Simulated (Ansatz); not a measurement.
# YIn (Pm-3m): phonons and vibrational spectra, part 2 of 2

Aim: the vibrations of YIn (Pm-3m), their spectra, and whether the structure is stable.

Ansatz 0.2.0; DFT PBEsol, scalar-relativistic, plane waves, PAW; PAW set soft_1.

So far. Step 3 (Tight relaxation): The forces vanish by symmetry and the pressure is 0.000 GPa, within the tolerances set. The cell now holds 25.44 Å³/atom. Step 4 (Zone-centre response): Before it was imposed, the acoustic sum rule was missed by 7.4e-5 eV/Å². Small misses are needed for a sound result but don't prove that mesh and cutoff are converged. The lowest optical mode is real, 133 cm⁻¹. The relaxed cell has a = 3.706 Å (conventional setting).

### 5. The dispersion

Stability and thermal properties need the whole zone. Linear response on a 4×4×4 q mesh gives force constants as far as a supercell of that size would.

File input.yaml:

```yaml
crystal:
  lattice:
    - [3.705579302, 0.0, 0.0]
    - [0.0, 3.705579302, 0.0]
    - [0.0, 0.0, 3.705579302]
  atoms:
    - { symbol: "Y", position: [0.5, 0.5, 0.5] }
    - { symbol: In, position: [0.0, 0.0, 0.0] }
kpoints:
  mp_grid: { grid: [12, 12, 12] }
hamiltonian:
  xc: pbesol
  pseudopotentials: { kind: paw, azcp: { folder: soft_1 }, xc_functional: pbe }
scf:
  occupations: { method: methfessel_paxton, width: 0.2 }
output:
  eigenvalues: true
phonons:
  method: dfpt
  qmesh: [4, 4, 4]
  temperatures: { t_max: 1000, t_step: 50 }
  qpath:
    path:
      - [[0.0, 0.0, 0.0], [0.0, 0.5, 0.0], [0.5, 0.5, 0.0], [0.0, 0.0, 0.0], [0.5, 0.5, 0.5], [0.0, 0.5, 0.0]]
      - [[0.5, 0.5, 0.5], [0.5, 0.5, 0.0]]
    npoints: 10
```

On the command line:

```console
ansatz run input.yaml --threads 4 --pin off --max-ram 10240MiB --backend cpu --events-out ev --progress --plain --runs-dir out
```

Numbers of over 12 decimals in the logs are rounded to 6 here.

The log of the run:

```text
[...]
Crystal: 2 atoms, lattice volume = 50.882 Å³
Basis set: ecut = 420 eV, 1021 PW (Γ), exchange–correlation on 50×50×50 points (8 copies of the dense FFT grid, shifted against one another)
Bands: 16, of which v1, the nominal top of the filled ones, is band 12 counted from 1 (11 counted from 0)
Symmetry: 48 space group operations
k-points: 84 of 1728
[...]
SCF iter   1: F=—  HF=-9322.118912 eV  |F-HF|=—  |Δ(HF+E_count)|=         —  Δρ=3.59e-2  dr2=1.15e0  ethr=3.10e-3  ⟨swp⟩=5.1  Hψ=6336  notcnv=0
[...]
SCF iter   9: F=-9321.680276 eV  HF=-9321.680276 eV  |F-HF|=0.00e0  |Δ(HF+E_count)|=  9.82e-11  S|Δr|=    0.00e0  Δρ=1.18e-7  dr2=4.28e-12  ethr=1.00e-12  ⟨swp⟩=5.9  Hψ=5837  notcnv=0
SCF 1 converged in 9 iterations: F = -9321.680276 eV  dr2 = 4.28e-12
[...]
SCF iter   3: F=-9321.680276 eV  HF=-9321.680276 eV  |F-HF|=1.27e-11  |Δ(HF+E_count)|=  9.09e-12  S|Δr|=    0.00e0  Δρ=1.75e-7  dr2=9.91e-12  ethr=1.00e-12  ⟨swp⟩=2.4  Hψ=3798  notcnv=0
SCF 2 converged in 3 iterations: F = -9321.680276 eV  dr2 = 9.91e-12
phonons: the bands overlap, so this run is a metal and interpolates without the dipole-dipole term. If the crystal is really an insulator or semiconductor, its LO-TO splitting is missing
NSCF: frozen V_eff on 84 k-points
[...]
DFPT response loops at q = (0, 0, 0) (fractional): preconditioner auto → Kerker (q_TF=auto, 2.407 Å⁻¹) (partly filled bands, converged f_vac=0.000); β = 1.00, the filter's whole step (`scf.mixing.beta` (0.50) is not read by the response loops under this deck's `scf.mixing.preconditioner`; to damp them name `kerker` or `kerker_dos`, under which they read `scf.mixing.beta`, and type it under 1.00, their step now; both keys bind the ground state too); Broyden in place of MSR1
[...]
SCF converged after 9 iterations
[...]
Free energy (F): -9321.680276 eV
[...]
Internal energy: -9321.680983 eV  (E = F + TS)
E sigma→0 (E₀):  -9321.680453 eV
Entropy (-TS):   0.000707 eV (0.353 meV/atom)
Fermi energy:    11.732468 eV
[...]
--- Band table (eV; the first three rows and the last of 84) ---
  k-point 0: bands = [... 8 lower, -2.5695, 3.5027, 11.3631, 11.3631, 14.8203, 14.8203, 14.8203, 15.3490]
  k-point 1: bands = [... 8 lower, -2.5689, 3.5962, 11.2711, 11.3886, 14.2903, 14.2903, 14.5495, 15.3516]
  k-point 2: bands = [... 8 lower, -2.5672, 3.8715, 10.8564, 11.4608, 13.6489, 13.6489, 14.2761, 15.3585]
  k-point 83: bands = [... 8 lower, -2.4339, 9.1096, 9.1096, 9.1096, 9.2467, 15.6550, 15.6550, 15.6550]
--- Phonons (Γ-DFPT): 2 representative perturbations + reference (Σ response iterations 6) ---
  ASR residual: 6.592e-5 → 0.000e0 eV/Å²; symmetrization residual: 3.620e-5 eV/Å²
  ASR residual per site (eV/Å²): 5.36e-5 6.59e-5
  Γ frequencies (cm⁻¹): 0.00 0.00 0.00 132.90 132.90 132.90
--- Phonons (arbitrary-q DFPT): 10 irreducible q on the 4×4×4 mesh ---
  q = [0.0000, 0.0000, 0.0000] (star 1, of the zone-centre solve; hermiticity 2.22e-5, symmetrization 4.19e-12): -0.00 -0.00 0.00 132.90 132.90 132.90
  q = [0.0000, 0.0000, 0.2500] (star 6, 4 solved perturbations in 1848 linear systems a pass and spin channel, the states on 588 of 1728 k-point pairs; hermiticity 4.96e-6, symmetrization 5.17e-13): 58.74 58.74 70.62 125.16 125.16 148.69
[...]
q = [0.0000, 0.2500, -0.5000] (star 12, 6 solved perturbations on 588 of 1728 k-point pairs; hermiticity 7.53e-6, symmetrization 3.58e-14): 63.95 69.79 92.39 98.67 162.91 174.73
[...]
sum rule: each row above includes the acoustic sum rule's correction from the zone centre's row sums; it moved no ω² by more than (0.40 cm⁻¹)²
  mesh force constants: q→R imaginary residual 4.17e-18; ASR residual 6.592e-5 → 0.000e0 eV/Å²; symmetrization residual 4.441e-15 eV/Å²
  interpolated dispersion: 62 rows × 6 modes
  density of states and harmonic sums: on the 20×20×20 q-mesh, interpolated from the force constants of a 4×4×4 supercell (no non-analytic term)
  largest difference from the sums on the solved wave vectors: F 1.25e-2 eV, S 1.65e-5 and C_V 4.01e-6 eV/K
  zero-point energy: 0.040653 eV/cell   skipped modes (ω ≤ 0): 3   left out of the sums: 6.25e-5 of the cell's modes: C_V's classical limit lies that fraction below 3 k_B per atom; for a crystal, a wire or a layer, F and S can be off by more, and a phonons.interpolated_qmesh denser along its periods is the remedy for the sampling
```

It took 6.6 min on 4 threads of Arm Neoverse V1, shared host; peak memory 2.1 GiB; 26 min of CPU time.

This step gave:

- sum-rule residual before enforcement: 6.59e-5 eV/Å²
- lowest frequency on the path: 0 cm⁻¹
- highest frequency on the path or at a solved wavevector: 187.7 cm⁻¹
- mean frequency: 109.3 cm⁻¹
- Debye temperature (second moment): 219 K
- logarithmic mean frequency: 99 cm⁻¹
- lowest mode on the q mesh (acoustic modes at Γ apart): 25.43 cm⁻¹
- zero-point energy per atom: 20.33 meV
- heat capacity at 300 K: 24.29 J/(mol atoms K)
- vibrational entropy at 300 K: 43.85 J/(mol atoms K)

Frequencies (cm⁻¹) solved at each irreducible wavevector; negative means imaginary. Frequencies by wavevector, by row:

| q in reciprocal lattice units | star | mode 1 | mode 2 | mode 3 | mode 4 | mode 5 | mode 6 |
| --- | --- | --- | --- | --- | --- | --- | --- |
| 0 0 0 | 1 | 0 | 0 | 0 | 132.9 | 132.9 | 132.9 |
| 0 0 0.25 | 6 | 58.7 | 58.7 | 70.6 | 125.2 | 125.2 | 148.7 |
| 0 0 -0.5 | 3 | 90.3 | 90.3 | 109.9 | 109.9 | 114 | 158.8 |
| 0 0.25 0.25 | 12 | 25.4 | 73 | 102.8 | 116.1 | 133.6 | 163.2 |
| 0 0.25 -0.5 | 12 | 64 | 69.8 | 92.4 | 98.7 | 162.9 | 174.7 |
| 0 -0.5 -0.5 | 3 | 30.1 | 30.1 | 92.6 | 96.4 | 187.7 | 187.7 |
| 0.25 0.25 0.25 | 8 | 61.9 | 61.9 | 84.4 | 149.2 | 152.5 | 152.5 |
| 0.25 0.25 -0.5 | 12 | 50.2 | 74.7 | 96.1 | 127.4 | 161.5 | 175.9 |
| 0.25 -0.5 -0.5 | 6 | 75 | 75 | 107.3 | 129.6 | 174.7 | 174.7 |
| -0.5 -0.5 -0.5 | 1 | 124.3 | 124.3 | 124.3 | 147.4 | 147.4 | 147.4 |

Interpolated from a 4×4×4 q mesh. Phonon branches along the path, in cm⁻¹:

| point | branch 1 | branch 2 | branch 3 | branch 4 | branch 5 | branch 6 |
| --- | --- | --- | --- | --- | --- | --- |
| Γ | 0 | 0 | 0 | 133 | 133 | 133 |
| X | 90 | 90 | 110 | 110 | 114 | 159 |
| M | 30 | 30 | 93 | 96 | 188 | 188 |
| Γ | 0 | 0 | 0 | 133 | 133 | 133 |
| R | 124 | 124 | 124 | 147 | 147 | 147 |
| X | 90 | 90 | 110 | 110 | 114 | 159 |
| jump to R | 124 | 124 | 124 | 147 | 147 | 147 |
| M | 30 | 30 | 93 | 96 | 188 | 188 |

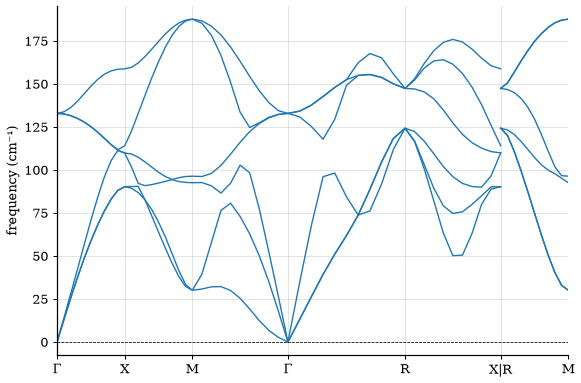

Phonon branches along the path.

The phonon density of states has structure finer than the step of the table below, so its rows give means over 10 cm⁻¹, whole bins alone (the curve runs from 1 to 189 cm⁻¹). Peaks (cm⁻¹: height): 49.0: 0.0445, 75.0: 0.0574, 91.0: 0.0708, 121.0: 0.0488, 169.0: 0.0585.

Tetrahedra on a 20×20×20 mesh, mean over bins of 2 cm-1. Interpolated from a 4×4×4 q mesh. Table of phonon density of states by wavenumber; means over each step:

| wavenumber (cm⁻¹) | phonon density of states (1/cm⁻¹/cell) |
| --- | --- |
| 10 | 0.00101 |
| 20 | 0.00381 |
| 30 | 0.0108 |
| 40 | 0.0245 |
| 50 | 0.0376 |
| 60 | 0.0311 |
| 70 | 0.0435 |
| 80 | 0.0441 |
| 90 | 0.0599 |
| 100 | 0.0465 |
| 110 | 0.0278 |
| 120 | 0.0407 |
| 130 | 0.0383 |
| 140 | 0.0274 |
| 150 | 0.0263 |
| 160 | 0.0459 |
| 170 | 0.0571 |
| 180 | 0.0312 |

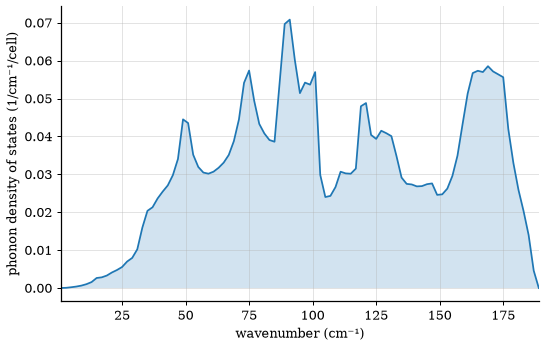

Phonon density of states, plotted against wavenumber.

The partial phonon density of states has structure finer than the step of the table below, so its rows give means over 20 cm⁻¹, whole bins alone (the curve runs from -10 to 203 cm⁻¹). Peaks (cm⁻¹: height): In 46.2: 0.0250, 75.7: 0.0412, 90.4: 0.0556, 164.0: 0.0176; Y 47.6: 0.0146, 75.7: 0.0188, 121.2: 0.0371, 164.0: 0.0411.

Phonopy on the run's constants, 15x15x15 mesh, Gaussian sigma 2.0 cm-1. Interpolated from a 4×4×4 q mesh. The partial phonon density of states by wavenumber; means over each step; values in 1/cm⁻¹/cell:

| wavenumber (cm⁻¹) | In | Y |
| --- | --- | --- |
| 0 | 1.7e-4 | 1.2e-4 |
| 20 | 0.00259 | 0.00160 |
| 40 | 0.0162 | 0.00910 |
| 60 | 0.0221 | 0.0122 |
| 80 | 0.0358 | 0.0130 |
| 100 | 0.0323 | 0.0131 |
| 120 | 0.0101 | 0.0278 |
| 140 | 0.00786 | 0.0210 |
| 160 | 0.0134 | 0.0304 |
| 180 | 0.00959 | 0.0217 |

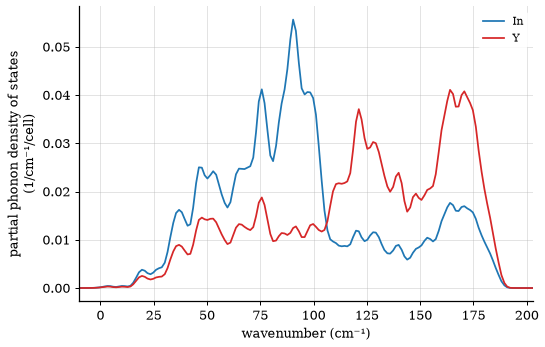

Partial phonon density of states against wavenumber.

Second derivatives of the energy by pair, one row for each kind of neighbour of each atom listed. Each entry sums the pair over the periodic images of the supercell that the q mesh stands for, and in a polar crystal it holds the long-range dipole part too. Force constants by pair, by row:

| atom | neighbour | distance (Å) | third of the trace (eV/Å²) | along the pair's line (eV/Å²) |
| --- | --- | --- | --- | --- |
| Y1 | itself | 0 | 5.582 | – |
| Y1 | In | 3.209 | -0.436 | -1.889 |
| Y1 | Y | 3.706 | -0.2959 | -1.082 |
| Y1 | Y | 5.24 | -0.0274 | -0.0036 |
| Y1 | In | 6.145 | 0.009 | 0.0628 |
| Y1 | Y | 6.418 | -0.0312 | -0.0382 |
| Y1 | Y | 7.411 | 4.00e-4 | 0.0374 |
| In2 | itself | 0 | 4.507 | – |
| In2 | Y | 3.209 | -0.436 | -1.889 |
| In2 | In | 3.706 | -0.2231 | -0.5324 |
| In2 | In | 5.24 | 0.0139 | -0.1016 |
| In2 | Y | 6.145 | 0.009 | 0.0628 |
| In2 | In | 6.418 | -0.0132 | 0.0264 |
| In2 | In | 7.411 | 0.0242 | 0.0339 |

Harmonic thermodynamic functions per atom, from the density of states. Interpolated from a 4×4×4 q mesh. Thermodynamic functions, by row:

| T (K) | F_vib (meV/atom) | S (J/mol-atom/K) | C_V (J/mol-atom/K) |
| --- | --- | --- | --- |
| 0 | 20.33 | 0 | 0 |
| 50 | 19.03 | 7.403 | 12.29 |
| 100 | 12.13 | 18.82 | 20.04 |
| 200 | -16.02 | 34.14 | 23.53 |
| 300 | -56.75 | 43.85 | 24.29 |
| 400 | -106 | 50.88 | 24.57 |
| 500 | -161.7 | 56.38 | 24.7 |
| 600 | -222.6 | 60.9 | 24.78 |
| 700 | -287.7 | 64.72 | 24.82 |
| 800 | -356.5 | 68.03 | 24.85 |
| 900 | -428.6 | 70.96 | 24.87 |
| 1000 | -503.5 | 73.58 | 24.88 |

Harmonic mean-square displacement, third of the trace. Interpolated from a 4×4×4 q mesh. Mean square displacements, by row:

| T (K) | Y1 U_eq (Å²) | In2 U_eq (Å²) |
| --- | --- | --- |
| 0 | 0.00191 | 0.00192 |
| 100 | 0.005 | 0.00574 |
| 300 | 0.01387 | 0.01633 |
| 600 | 0.02751 | 0.03248 |

Symmetry leaves 10 wavevectors to solve. The lowest mode among them, the acoustic zeros apart, lies at q = (0, 0.25, 0.25) and is real, 25.4 cm⁻¹.

### 6. Isotope substitution

An isotope changes the mass and not the force constants, so no new electronic calculation is needed; the shifts show which modes move this element.

The same force constants with the mass of In changed from 114.818 to 112.904 u (phonopy, no LO-TO term). Both lists are sorted by frequency; levels can cross, so a row need not hold one and the same mode. Modes under 3 cm⁻¹ are left out. Isotope shifts, by row:

| q | rank | natural mass (cm⁻¹) | changed mass (cm⁻¹) |
| --- | --- | --- | --- |
| 0 0 0 | 4 | 132.9 | 133.4 |
| 0 0 0 | 5 | 132.9 | 133.4 |
| 0 0 0 | 6 | 132.9 | 133.4 |
| 0 0 0.25 | 1 | 58.74 | 59.06 |
| 0 0 0.25 | 2 | 58.74 | 59.06 |
| 0 0 0.25 | 3 | 70.62 | 71.03 |
| 0 0 0.25 | 4 | 125.2 | 125.5 |
| 0 0 0.25 | 5 | 125.2 | 125.5 |
| 0 0 0.25 | 6 | 148.7 | 149.1 |
| 0 0 -0.5 | 1 | 90.3 | 91.07 |
| 0 0 -0.5 | 2 | 90.3 | 91.07 |
| 0 0 -0.5 | 3 | 109.9 | 109.9 |
| 0 0 -0.5 | 4 | 109.9 | 109.9 |
| 0 0 -0.5 | 5 | 114 | 115 |
| 0 0 -0.5 | 6 | 158.8 | 158.8 |
| 0 0.25 0.25 | 1 | 25.43 | 25.57 |
| 0 0.25 0.25 | 2 | 73.01 | 73.41 |
| 0 0.25 0.25 | 3 | 102.8 | 103.6 |
| 0 0.25 0.25 | 4 | 116.1 | 116.5 |
| 0 0.25 0.25 | 5 | 133.6 | 133.7 |
| 0 0.25 0.25 | 6 | 163.2 | 163.7 |

A mode of this element alone would shift by +0.84 %. The highest zone-centre frequency without the field goes from 132.9 to 133.4 cm⁻¹ (+0.4 %). The product of the frequency ratios over all optical modes at Γ is 1.011; the product rule, (m/m′)^(3k/2) (M′/M)^(3/2) with k = 1 such atoms and M the mass of the cell, gives 1.011.

### 7. Outcome

```
space group after relaxation (within 0.01 Å)            : Pm-3m
volume per atom                                         : 25.4 Å³
electronic character                                    : no gap on this mesh
highest optical mode at the zone centre (no LO-TO term) : 133 cm⁻¹
lowest optical zone-centre mode                         : 133 cm⁻¹
lowest mode on the q mesh (acoustic modes at Γ apart)   : 25.4 cm⁻¹
highest frequency on the path or at a solved wavevector : 188 cm⁻¹
zero-point energy per atom                              : 20.3 meV
heat capacity at 300 K                                  : 24.3 J/(mol atoms K)
vibrational entropy at 300 K                            : 43.9 J/(mol atoms K)
Debye temperature (second moment)                       : 219 K
imaginary modes on the 4×4×4 q mesh                     : none
```

In words: The structure is a minimum as far as tested: no mode is imaginary at the 10 irreducible wavevectors of the 4×4×4 mesh, and the softest away from the acoustic zeros lies at 25 cm⁻¹. The optical modes at Γ form one degenerate level at 133 cm⁻¹. With no gap, or one that is small against the smearing, the frequencies hang on the k mesh and the smearing, most of all near Kohn anomalies. The PAW files were made for PBE and serve the other functionals too. These are harmonic frequencies at zero temperature: anharmonic shifts, linewidths and thermal expansion are left out.

[Logs are printed without paths, hosts, clocks, repeated set-up lines and the standing remarks that a program may print on its own settings, such as how far it seeks lower states.]

[Hosts, paths, dates, database ids (printed as entryN), source tags and the programs' standing remarks are cut or masked in the printed files.]
